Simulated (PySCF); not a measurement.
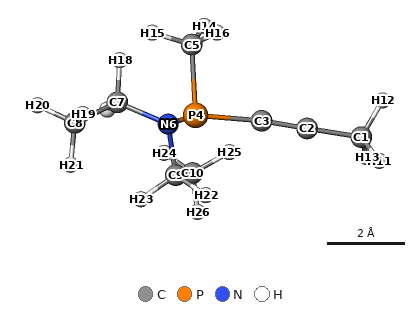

The structure (ball-and-stick view, seen at a tilt; atoms are numbered from 1 in the order of the input). Bond lengths as drawn: C–C 1.22 to 1.53 Å, C–H 1.10 to 1.11 Å, C–N 1.45 Å, C–P 1.78 to 1.85 Å and N–P 1.76 Å.

## What a change does: NMR shielding calculation on C$_{8}$H$_{16}$NP

System: C$_{8}$H$_{16}$NP, SMILES CC#CP(C)N(CC)CC.
Method of the first run: GIAO PBE0/pcSseg-1 NMR shielding, non-relativistic, gas phase (PySCF 2.14.0).

The geometry comes from this level: PBE0-D3(BJ)/def2-SVP. Text and figures count atoms from 1; the logs count them from 0 in places.

Input, the first run:
```
{"job": {"kind": "nmr", "xc": "PBE0", "basis": "pcSseg-1"}, "charge": 0, "multiplicity": 1}
C      3.684534    -0.994973    -2.076213
C      2.625955    -0.961938    -1.083840
C      1.739176    -0.918263    -0.249103
P      0.422413    -1.049357     0.935133
C      1.168303    -0.037552     2.288070
N     -0.685675     0.131369     0.250779
C     -1.636309     0.744471     1.159016
C     -2.601751    -0.210272     1.856747
C     -1.228659    -0.236969    -1.047639
C     -1.183098     0.919523    -2.032384
H      4.011542    -2.026819    -2.282265
H      4.561443    -0.418727    -1.741596
H      3.340424    -0.555710    -3.025801
H      1.426256     0.972214     1.936527
H      0.477334     0.024801     3.141601
H      2.078489    -0.553950     2.625926
H     -2.208413     1.489346     0.579877
H     -1.087204     1.330778     1.914266
H     -2.063607    -0.930818     2.493636
H     -3.307818     0.342563     2.495777
H     -3.190456    -0.791277     1.130120
H     -0.635788    -1.072594    -1.455423
H     -2.263977    -0.624644    -0.960713
H     -1.751520     1.786498    -1.660610
H     -0.142748     1.241047    -2.187942
H     -1.614748     0.630162    -3.003686
```

The first line tells a small driver script what to run in PySCF; the rest is the geometry in Å.

Command:
```bash
OMP_NUM_THREADS=1 python <driver script> task.json out
```

Hardware: 1 CPU thread, shared host.

Output (the first run):
```
coarse grid: 21296 points
cycle   1  E = -709.7419259989  dE =  9.193e-01  |g| = 5.403e-01  |ddm| = 4.828e+00
cycle   2  E = -709.7239579524  dE =  1.797e-02  |g| = 6.057e-01  |ddm| = 1.238e+00
cycle   3  E = -709.8137946275  dE = -8.984e-02  |g| = 1.434e-01  |ddm| = 6.925e-01
cycle   4  E = -709.8177608911  dE = -3.966e-03  |g| = 6.451e-02  |ddm| = 1.588e-01
cycle   5  E = -709.8187543914  dE = -9.935e-04  |g| = 1.606e-02  |ddm| = 6.361e-02
cycle   6  E = -709.8188091805  dE = -5.479e-05  |g| = 5.945e-03  |ddm| = 2.229e-02
cycle   7  E = -709.8188167759  dE = -7.595e-06  |g| = 1.159e-03  |ddm| = 8.721e-03
final grid: 198536 points
cycle   8  E = -709.8800885174  dE = -6.626e-05  |g| = 1.053e-02  |ddm| = 5.497e-02
cycle   9  E = -709.8800794117  dE =  9.106e-06  |g| = 1.221e-02  |ddm| = 2.037e-02
cycle  10  E = -709.8801171009  dE = -3.769e-05  |g| = 9.379e-04  |ddm| = 1.122e-02
cycle  11  E = -709.8801172547  dE = -1.538e-07  |g| = 5.379e-04  |ddm| = 1.495e-03
cycle  12  E = -709.8801173164  dE = -6.166e-08  |g| = 1.853e-04  |ddm| = 5.126e-04
cycle  13  E = -709.8801173244  dE = -8.025e-09  |g| = 6.154e-05  |ddm| = 2.135e-04
cycle  14  E = -709.8801173252  dE = -8.342e-10  |g| = 1.484e-05  |ddm| = 8.838e-05
converged SCF energy = -709.8801173252

GIAO shielding tensors (ppm)
atom      isotropic    diamagn.    paramagn.     s11        s22        s33       span
  0 C      178.340     253.452     -75.112    169.736    170.054    195.230     25.494
  1 C       74.682     274.518    -199.836    -14.302      4.422    233.927    248.229
  2 C       97.960     273.530    -175.570      4.630     10.994    278.254    273.624
  3 P      285.877     967.919    -682.042    166.246    290.967    400.416    234.170
  4 C      166.625     255.281     -88.656    153.987    163.165    182.722     28.735
  5 N      224.676     333.639    -108.963    171.222    221.553    281.255    110.033
  6 C      143.824     244.181    -100.357    119.762    138.770    172.941     53.179
  7 C      174.986     248.163     -73.177    161.303    180.110    183.545     22.242
  8 C      140.781     247.467    -106.687    119.208    132.418    170.716     51.508
  9 C      167.599     248.341     -80.741    146.172    171.260    185.366     39.193
 10 H       29.218      26.234       2.984     24.144     27.314     36.197     12.053
 11 H       29.280      27.969       1.310     24.096     27.466     36.276     12.180
 12 H       29.235      31.737      -2.502     24.024     28.227     35.454     11.430
 13 H       29.478      33.241      -3.763     26.549     27.243     34.642      8.092
 14 H       29.891      31.359      -1.468     25.105     29.001     35.567     10.462
 15 H       30.111      29.689       0.422     25.857     27.773     36.703     10.845
 16 H       28.517      32.418      -3.902     22.274     29.227     34.049     11.775
 17 H       28.580      33.149      -4.570     23.346     28.958     33.435     10.089
 18 H       30.336      30.147       0.189     24.872     30.932     35.204     10.333
 19 H       30.970      27.227       3.743     26.602     27.361     38.945     12.343
 20 H       30.020      30.000       0.020     24.895     29.895     35.269     10.374
 21 H       28.805      34.021      -5.216     24.351     29.639     32.426      8.075
 22 H       28.669      32.579      -3.910     23.073     29.264     33.669     10.596
 23 H       29.981      31.572      -1.590     25.241     29.446     35.257     10.016
 24 H       30.125      33.122      -2.997     25.370     29.651     35.356      9.986
 25 H       30.513      29.637       0.876     26.267     27.000     38.271     12.004
```

The input of the second run differs as follows (lines with − go, lines with + come):
```diff
-"xc": "PBE0"
+"xc": "wB97X-D"
+"pop": false
```

What does this change do to the results?

The total energies belong to different methods, so their difference says nothing on which is more stable or more accurate. The HOMO goes from −5.40 to −7.22 eV. The LUMO goes from 0.18 to 1.95 eV. Of all shieldings, the largest change is that of P4, by −3.6 ppm. The functional changes from PBE0 to wB97X-D. The number of SCF iterations is the same.

Output (the second run):
```
coarse grid: 21296 points
cycle   1  E = -710.2163477708  dE =  1.233e+00  |g| = 4.125e-01  |ddm| = 4.768e+00
cycle   2  E = -710.2429161940  dE = -2.657e-02  |g| = 3.064e-01  |ddm| = 8.436e-01
cycle   3  E = -710.2625778907  dE = -1.966e-02  |g| = 8.955e-02  |ddm| = 3.124e-01
cycle   4  E = -710.2640884597  dE = -1.511e-03  |g| = 4.275e-02  |ddm| = 1.089e-01
cycle   5  E = -710.2645290367  dE = -4.406e-04  |g| = 7.949e-03  |ddm| = 4.800e-02
cycle   6  E = -710.2645439394  dE = -1.490e-05  |g| = 3.844e-03  |ddm| = 1.313e-02
cycle   7  E = -710.2645476228  dE = -3.683e-06  |g| = 5.828e-04  |ddm| = 5.579e-03
final grid: 198536 points
cycle   8  E = -710.3345189304  dE = -3.008e-04  |g| = 5.437e-03  |ddm| = 6.992e-02
cycle   9  E = -710.3345242896  dE = -5.359e-06  |g| = 4.006e-03  |ddm| = 1.189e-02
cycle  10  E = -710.3345277906  dE = -3.501e-06  |g| = 1.076e-03  |ddm| = 4.216e-03
cycle  11  E = -710.3345279980  dE = -2.074e-07  |g| = 6.802e-04  |ddm| = 1.612e-03
cycle  12  E = -710.3345281083  dE = -1.104e-07  |g| = 1.229e-04  |ddm| = 6.423e-04
cycle  13  E = -710.3345281124  dE = -4.032e-09  |g| = 5.088e-05  |ddm| = 2.036e-04
cycle  14  E = -710.3345281132  dE = -8.074e-10  |g| = 1.525e-05  |ddm| = 9.457e-05
converged SCF energy = -710.3345281132

GIAO shielding tensors (ppm)
atom      isotropic    diamagn.    paramagn.     s11        s22        s33       span
  0 C      178.730     251.891     -73.161    170.866    171.157    194.165     23.299
  1 C       74.827     275.462    -200.634    -15.405      2.754    237.132    252.537
  2 C       98.426     274.616    -176.190      3.514     10.244    281.520    278.005
  3 P      282.300     968.195    -685.895    161.419    289.908    395.572    234.154
  4 C      166.662     255.331     -88.669    154.312    163.598    182.075     27.763
  5 N      228.030     334.264    -106.235    174.376    226.761    282.953    108.577
  6 C      144.185     244.021     -99.836    120.896    138.678    172.980     52.084
  7 C      174.509     247.902     -73.393    160.903    179.441    183.183     22.280
  8 C      141.214     247.489    -106.274    120.218    132.288    171.137     50.920
  9 C      167.198     248.064     -80.866    145.973    170.826    184.796     38.823
 10 H       29.416      26.017       3.399     24.371     27.521     36.355     11.984
 11 H       29.476      27.735       1.741     24.316     27.661     36.452     12.136
 12 H       29.429      31.480      -2.051     24.218     28.426     35.641     11.424
 13 H       29.634      33.597      -3.963     26.680     27.490     34.731      8.050
 14 H       30.040      31.544      -1.505     25.276     29.148     35.694     10.418
 15 H       30.241      29.802       0.438     25.972     27.900     36.849     10.877
 16 H       28.717      32.645      -3.928     22.523     29.385     34.244     11.722
 17 H       28.773      33.425      -4.652     23.586     29.108     33.624     10.038
 18 H       30.450      30.326       0.124     25.056     31.013     35.282     10.226
 19 H       31.033      27.251       3.782     26.660     27.418     39.020     12.360
 20 H       30.157      30.174      -0.017     25.100     29.985     35.386     10.286
 21 H       28.967      34.417      -5.451     24.533     29.755     32.612      8.079
 22 H       28.859      32.847      -3.988     23.301     29.412     33.864     10.563
 23 H       30.088      31.736      -1.648     25.371     29.558     35.334      9.963
 24 H       30.205      33.374      -3.169     25.446     29.754     35.416      9.970
 25 H       30.618      29.692       0.926     26.406     27.083     38.365     11.959
```

The two runs side by side:

```tsv
quantity	the first run	the second run
outcome	converged	converged
total energy (hartree)	−709.880117	−710.334528
HOMO (eV)	−5.40	−7.22
LUMO (eV)	0.18	1.95
dipole moment (D)	1.05	1.05
shielding of C1 (ppm)	178.3	178.7
shielding of C3 (ppm)	98.0	98.4
shielding of P4 (ppm)	285.9	282.3
shielding of N6 (ppm)	224.7	228.0
shielding of C8 (ppm)	175.0	174.5
shielding of C9 (ppm)	140.8	141.2
shielding of C10 (ppm)	167.6	167.2
SCF iterations	14	14
basis functions	257	257
wall time (shared host)	70 s	94 s
```
